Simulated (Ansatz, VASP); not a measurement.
# NaB2 in two plane-wave programs, part 2 of 2

Wanted: the spread between two codes on one cell, functional and k mesh. The cell is invented: As first built, before any earlier steps moved the atoms (in the runner's words): it takes the AgB2 structure with some of its atoms replaced by other elements, volume scaled by an estimate. It may not be a known or stable phase. The cell is taken from a series of VASP runs on this material, whose earlier steps may have relaxed, scaled or displaced it; both programs get it as it stands. Valence electrons are named where the data sets of a main pair hold unlike numbers.

VASP 6.6.1 and Ansatz 0.2.0.

So far. Step 2 (Ansatz: single point, PBEsol): The run ends at a pressure of -0.11 GPa. Step 3 (VASP: single point, PBEsol): The run ends at a pressure of -0.05 GPa.

**6. VASP: band structure, PBEsol**

Level of this step: PBEsol; plane waves and PAW (Na_pv, B); invented cell (VASP).

The same cell, functional, mesh and smearing now go to VASP, with its own data sets.

Input file INCAR:

```
SYSTEM = NaB2
PREC = Accurate
ENCUT = 420
EDIFF = 1E-06
NELM = 100
ISMEAR = 0
SIGMA = 0.05
LREAL = .FALSE.
ALGO = Normal
GGA = PS
NBANDS = 19
LORBIT = 11
LWAVE = .FALSE.
LCHARG = .FALSE.
```

Input file POSCAR:

```
NaB2
1.0
    3.0212408131      0.0000000000      0.0000000000
   -1.5106204065      2.6164707569      0.0000000000
    0.0000000000      0.0000000000      4.2796505396
Na B
1 2
Direct
    0.0000000000      0.0000000000      0.0000000000
    0.3333333300      0.6666666700      0.5000000000
    0.6666666700      0.3333333300      0.5000000000
```

Input file KPOINTS:

```
Automatic mesh
0
Gamma
9 9 5
0 0 0
```

Input file KPOINTS_OPT:

```
Line mode
16
Line-mode
Reciprocal
  0.00000000   0.00000000   0.00000000 GAMMA
  0.50000000   0.00000000   0.00000000 M

  0.50000000   0.00000000   0.00000000 M
  0.33333333   0.33333333   0.00000000 K

  0.33333333   0.33333333   0.00000000 K
  0.00000000   0.00000000   0.00000000 GAMMA

  0.00000000   0.00000000   0.00000000 GAMMA
  0.00000000   0.00000000   0.50000000 A

  0.00000000   0.00000000   0.50000000 A
  0.50000000   0.00000000   0.50000000 L

  0.50000000   0.00000000   0.50000000 L
  0.33333333   0.33333333   0.50000000 H

  0.33333333   0.33333333   0.50000000 H
  0.00000000   0.00000000   0.50000000 A

  0.50000000   0.00000000   0.50000000 L
  0.50000000   0.00000000   0.00000000 M

  0.33333333   0.33333333   0.00000000 K
  0.33333333   0.33333333   0.50000000 H
```

The projector-augmented-wave data sets are Na_pv and B (PBE family, release 64).

Run with:

```bash
mpirun -np 1 vasp_std
```

Numbers of over 12 decimals in the logs are rounded to 6 here.

The log of the run:

```text
[banner, memory and clock lines left out]
running    1 mpi-ranks, on    1 nodes
[...]
[... a notice as in an earlier step ...]

 LDA part: xc-table for (Slater+PW92), standard interpolation
 POSCAR, INCAR and KPOINTS ok, starting setup
[...]
entering main loop
       N       E                     dE             d eps       ncg     rms          rms(c)
DAV:   1     0.696015996079E+02    0.69602E+02   -0.50135E+03  1411   0.600E+02
DAV:   2    -0.118667080403E+02   -0.81468E+02   -0.75180E+02  1607   0.209E+02
DAV:   3    -0.159684656540E+02   -0.41018E+01   -0.40677E+01  1640   0.421E+01
DAV:   4    -0.159999429470E+02   -0.31477E-01   -0.31463E-01  1580   0.364E+00
[...]
DAV:   9    -0.144785063912E+02    0.39457E-03   -0.34990E-04  1757   0.221E-01    0.439E-02
DAV:  10    -0.144784800683E+02    0.26323E-04   -0.12369E-04  1845   0.133E-01    0.165E-02
DAV:  11    -0.144784803221E+02   -0.25383E-06   -0.98114E-06  1497   0.243E-02
   1 F= -.14478480E+02 E0= -.14478180E+02  d E =-.600997E-03
 Start KPOINTS_OPT (optional k-point list driver)
k-point batch [1-36\144]
       N       E                     dE             ncg
DAV:   1    -0.171756827934E+04   -0.15186E+05     1419
DAV:   2    -0.452607326006E+04   -0.28085E+04     1615
DAV:   3    -0.466996518382E+04   -0.14389E+03     1646
DAV:   4    -0.467103748318E+04   -0.10723E+01     1557
DAV:   5    -0.467104265609E+04   -0.51729E-02     1550
DAV:   6    -0.467104270682E+04   -0.50727E-04     1578
DAV:   7    -0.467104270743E+04   -0.60646E-06     1333
[...]
k-point batch [109-144\144]
       N       E                     dE             ncg
DAV:   1    -0.186245293563E+04   -0.18369E+05     1385
DAV:   2    -0.457201945362E+04   -0.27096E+04     1573
DAV:   3    -0.470106954686E+04   -0.12905E+03     1626
DAV:   4    -0.470198376879E+04   -0.91422E+00     1586
DAV:   5    -0.470198798431E+04   -0.42155E-02     1519
DAV:   6    -0.470198802582E+04   -0.41509E-04     1587
DAV:   7    -0.470198802631E+04   -0.48373E-06     1290
```

From OUTCAR (step 6):

```text
  Total       -0.0022412     -0.0022412     -0.0123848     -0.0000000      0.0000000      0.0000000
  in kB       -0.1061407     -0.1061407     -0.5865303     -0.0000000      0.0000000      0.0000000
  external PRESSURE =      -0.2662706 kB  Pullay stress =       0.0000000 kB

 POSITION                                       TOTAL-FORCE (eV/Angst)
 -----------------------------------------------------------------------------------
      0.00000      0.00000      0.00000         0.000000      0.000000      0.000000
     -0.00000      1.74431      2.13983         0.000000     -0.000000      0.000000
      1.51062      0.87216      2.13983        -0.000000      0.000000      0.000000
 -----------------------------------------------------------------------------------
    total drift:                               -0.000000      0.000000     -0.000000

  FREE ENERGIE OF THE ION-ELECTRON SYSTEM (eV)
  ---------------------------------------------------
  free  energy   TOTEN  =       -14.4784803221 eV

  energy  without entropy=      -14.4778793251  energy(sigma->0) =      -14.47817982

[... 1 part as in an earlier step ...]

[... 2 further parts left out ...]
[key lines of the parts left out:]
E-fermi :   2.8418
```

The run ends at a pressure of -0.03 GPa.

**7. Comparison**

What differs besides the data sets and the points named for the pairs above, as far as they apply: the data sets hold 15 valence electrons in Ansatz (on its default PAW (the set named soft_2) files) and 13 in VASP. Total energies have different zeros and are not compared.

The two programs side by side:

| quantity | Ansatz | VASP | difference |
| --- | --- | --- | --- |
| pressure (GPa) | -0.11 | -0.03 | -0.08 |
| pressure without Ansatz's Pulay correction (GPa) | -0.24 | -0.03 | -0.21 |

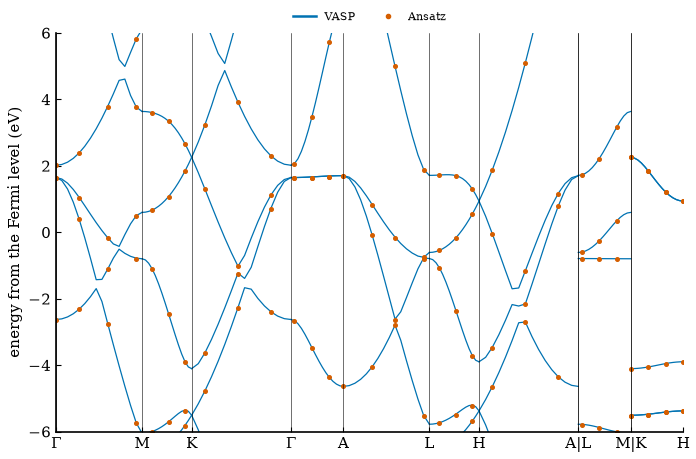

Bands from VASP (lines) and levels from Ansatz (dots). Dots without a line are higher empty bands that the VASP plot leaves out.

Levels from 3 eV below to 2 eV above the Fermi level differ by 13 meV r.m.s. and 21 meV at most; each VASP level is matched to the nearest of Ansatz, which flatters the figure a little. Ansatz's pressure holds a Pulay correction of 0.13 GPa; VASP's holds none.

**8. VASP: band structure, r2SCAN**

With cell and atoms fixed, the geometry can't cause a difference; cores, projectors, grids and the points listed under the comparison can.

Changes to INCAR since step 6:

```diff
@@ -9,3 +9,4 @@
 ALGO = Normal
-GGA = PS
+METAGGA = R2SCAN
+LASPH = .TRUE.
 NBANDS = 19
```

POSCAR is that of step 6.

KPOINTS is that of step 6.

KPOINTS_OPT is that of step 6.

Run with:

```bash
mpirun -np 1 vasp_std
```

The log of the run:

```text
[banner, memory and clock lines left out]
running    1 mpi-ranks, on    1 nodes
[...]
[... a notice as in an earlier step ...]

 LDA part: xc-table for (None), standard interpolation
 POSCAR, INCAR and KPOINTS ok, starting setup
[...]
entering main loop
       N       E                     dE             d eps       ncg     rms          rms(c)
DAV:   1     0.691015599033E+02    0.69102E+02   -0.51547E+03  1411   0.619E+02
DAV:   2    -0.159156817766E+02   -0.85017E+02   -0.78556E+02  1610   0.217E+02
DAV:   3    -0.201342982214E+02   -0.42186E+01   -0.41860E+01  1672   0.437E+01
DAV:   4    -0.201680095561E+02   -0.33711E-01   -0.33697E-01  1575   0.386E+00
[...]
DAV:  12    -0.175247424642E+02   -0.26702E-04   -0.10686E-06  1427   0.716E-03    0.173E-03
DAV:  13    -0.175247437651E+02   -0.13009E-05   -0.22963E-07   813   0.472E-03    0.525E-04
DAV:  14    -0.175247430368E+02    0.72826E-06   -0.32967E-08   768   0.102E-03
   1 F= -.17524743E+02 E0= -.17524442E+02  d E =-.602137E-03
 Start KPOINTS_OPT (optional k-point list driver)
k-point batch [1-36\144]
       N       E                     dE             ncg
DAV:   1    -0.189231992635E+04   -0.15360E+05     1419
DAV:   2    -0.486418448508E+04   -0.29719E+04     1614
DAV:   3    -0.501339448742E+04   -0.14921E+03     1651
DAV:   4    -0.501455333435E+04   -0.11588E+01     1602
DAV:   5    -0.501455999590E+04   -0.66616E-02     1560
DAV:   6    -0.501456007471E+04   -0.78803E-04     1619
DAV:   7    -0.501456007591E+04   -0.12039E-05     1413
DAV:   8    -0.501456007601E+04   -0.96857E-07     1131
[...]
k-point batch [109-144\144]
       N       E                     dE             ncg
DAV:   1    -0.207334240753E+04   -0.18579E+05     1391
DAV:   2    -0.491302235706E+04   -0.28397E+04     1597
DAV:   3    -0.504700917248E+04   -0.13399E+03     1629
DAV:   4    -0.504798484679E+04   -0.97567E+00     1631
DAV:   5    -0.504799033286E+04   -0.54861E-02     1543
DAV:   6    -0.504799039939E+04   -0.66529E-04     1665
DAV:   7    -0.504799040037E+04   -0.98295E-06     1362
```

From OUTCAR (step 8):

```text
  Total        0.0887513      0.0887512      0.0021576      0.0000000     -0.0000000      0.0000000
  in kB        4.2031567      4.2031550      0.1021809      0.0000000     -0.0000000      0.0000000
  external PRESSURE =       2.8361642 kB  Pullay stress =       0.0000000 kB

 POSITION                                       TOTAL-FORCE (eV/Angst)
 -----------------------------------------------------------------------------------
      0.00000      0.00000      0.00000        -0.000000      0.000000      0.000000
     -0.00000      1.74431      2.13983         0.000000      0.000000      0.000000
      1.51062      0.87216      2.13983        -0.000000     -0.000000     -0.000000
 -----------------------------------------------------------------------------------
    total drift:                                0.000000      0.000000     -0.000000

  FREE ENERGIE OF THE ION-ELECTRON SYSTEM (eV)
  ---------------------------------------------------
  free  energy   TOTEN  =       -17.5247430368 eV

  energy  without entropy=      -17.5241408997  energy(sigma->0) =      -17.52444197

[... 2 parts as in an earlier step ...]

[... 1 further part left out ...]
[key lines of the parts left out:]
E-fermi :   2.8352
```

The run ends at a pressure of 0.28 GPa.

**9. Ansatz: band structure, r2SCAN**

The same cell, functional, mesh and smearing now go to Ansatz, which takes its cutoff from its data sets.

The cell is taken from a series of VASP runs on this material, whose earlier steps may have relaxed, scaled or displaced it; both programs get it as it stands.

Input file input.yaml:

```yaml
crystal:
  lattice:
    - [3.0212408131, 0.0, 0.0]
    - [-1.5106204065, 2.6164707569, 0.0]
    - [0.0, 0.0, 4.2796505396]
  atoms:
    - { symbol: Na, position: [0.0, 0.0, 0.0] }
    - { symbol: B, position: [0.33333333, 0.66666667, 0.5] }
    - { symbol: B, position: [0.66666667, 0.33333333, 0.5] }
hamiltonian:
  xc: r2scan
  pseudopotentials: { kind: paw }
kpoints:
  mp_grid: { grid: [9, 9, 5] }
  band_path:
    path:
      - [0.0, 0.0, 0.0]
      - [0.13333, 0.0, 0.0]
      - [0.3, 0.0, 0.0]
      - [0.46667, 0.0, 0.0]
      - [0.46667, 0.06667, 0.0]
      - [0.41111, 0.17778, 0.0]
      - [0.35556, 0.28889, 0.0]
      - [0.28889, 0.28889, 0.0]
      - [0.17778, 0.17778, 0.0]
      - [0.06667, 0.06667, 0.0]
      - [0.0, 0.0, 0.03333]
      - [0.0, 0.0, 0.2]
      - [0.0, 0.0, 0.36667]
      - [0.0, 0.0, 0.5]
      - [0.16667, 0.0, 0.5]
      - [0.3, 0.0, 0.5]
      - [0.46667, 0.0, 0.5]
      - [0.46667, 0.06667, 0.5]
      - [0.41111, 0.17778, 0.5]
      - [0.35556, 0.28889, 0.5]
      - [0.28889, 0.28889, 0.5]
      - [0.17778, 0.17778, 0.5]
      - [0.06667, 0.06667, 0.5]
      - [0.5, 0.0, 0.46667]
      - [0.5, 0.0, 0.3]
      - [0.5, 0.0, 0.13333]
      - [0.33333, 0.33333, 0.0]
      - [0.33333, 0.33333, 0.16667]
      - [0.33333, 0.33333, 0.33333]
      - [0.33333, 0.33333, 0.5]
    npoints: 1
scf:
  occupations: { method: gaussian, width: 0.05 }
  n_extra_bands: 7
output:
  forces: true
  stress: true
  eigenvalues: true
  write_density: true
  write_potential: true
  elf: true
  volumetric_format: npy
```

Run with:

```bash
ansatz run input.yaml --threads 2 --pin off --max-ram 4608MiB --backend cpu --events-out ev --progress --plain --runs-dir out
```

The log of the run:

```text
[...]
Crystal: 3 atoms, lattice volume = 33.831 Å³
Basis set: ecut = 500 eV, 915 PW (Γ), exchange–correlation on 96×96×128 points (64 copies of the dense FFT grid, shifted against one another)
Bands: 15, of which v1, the nominal top of the filled ones, is band 8 counted from 1 (7 counted from 0)
Symmetry: 24 space group operations
[...]
k-points: 36 of 405
[...]
k-point 0: bands = [... 4 lower, -5.5923, 2.9588, 7.4662, 7.4662, 8.2718, 14.8704, 14.8704, 17.0425, ... 3 higher]
  k-point 1: bands = [... 4 lower, -5.4645, 2.1479, 7.4862, 7.4862, 9.7539, 14.8555, 14.8555, 16.9989, ... 3 higher]
  k-point 2: bands = [... 4 lower, -5.2354, 1.1579, 7.5190, 7.5190, 12.6232, 14.8315, 14.8315, 16.9340, ... 3 higher]
  k-point 35: bands = [... 4 lower, -0.1578, -0.1578, 1.6324, 6.9127, 6.9127, 13.9928, 17.4241, 17.4241, ... 3 higher]
[key lines of the parts left out:]
SCF converged after 6 iterations
Free energy (F): -1800.977328 eV
Fermi energy:    5.746895 eV
P = ⅓ Tr σ = 0.6111 GPa (6.111 kbar)
```

It took 3.6 s on 2 threads of Arm Neoverse N1, shared host; peak memory 0.36 GiB.

**10. Comparison**

What differs besides the data sets and the points named for the pairs above, as far as they apply: VASP keeps PBE cores, Ansatz makes them for the functional; the data sets hold 15 valence electrons in Ansatz (on its default PAW (the set named soft_2) files) and 13 in VASP; the cutoff is 500 eV in Ansatz and 420 eV in VASP. Total energies have different zeros and are not compared.

Both answers:

| quantity | Ansatz | VASP | difference |
| --- | --- | --- | --- |
| pressure (GPa) | 0.61 | 0.28 | +0.33 |

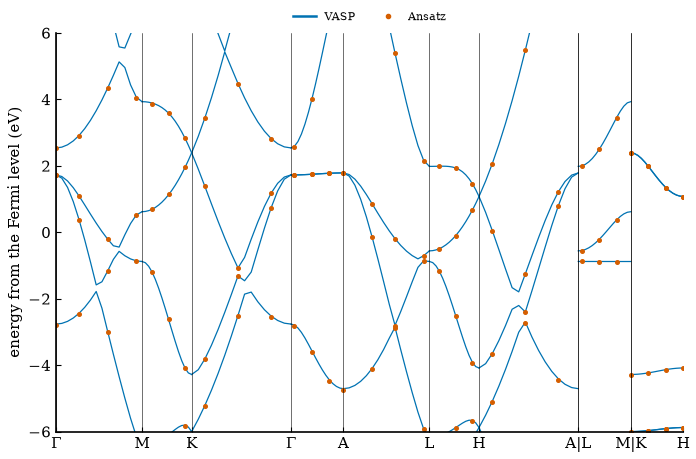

Bands from VASP (lines) and levels from Ansatz (dots). Dots without a line are higher empty bands that the VASP plot leaves out.

Levels from 3 eV below to 2 eV above the Fermi level differ by 11 meV r.m.s. and 27 meV at most; each VASP level is matched to the nearest of Ansatz, which flatters the figure a little.

**11. Summary of results**

- difference in pressure (single point, PBEsol): -0.063 GPa
- r.m.s. difference of levels near the Fermi level (band structure, PBEsol): 13 meV
- r.m.s. difference of levels near the Fermi level (band structure, r2SCAN): 11 meV

**Reading.** The r.m.s. difference of levels near the Fermi level is 13 meV (band structure, PBEsol), within the 80 meV picked in this series as the mark of a large difference. The data sets hold unlike numbers of valence electrons (15 in Ansatz and 13 in VASP), so part of the differences comes from the potentials. How closely two codes agree says nothing of how well the functional describes the real material.

[Lines on the potential files, build, host, timing and source positions are cut from VASP's logs without a mark.]

[Logs are printed without paths, hosts, clocks, repeated set-up lines and the standing remarks that a program may print on its own settings, such as how far it seeks lower states.]

[Hosts, paths, dates, database ids (printed as entryN), source tags and the programs' standing remarks are cut or masked in the printed files.]
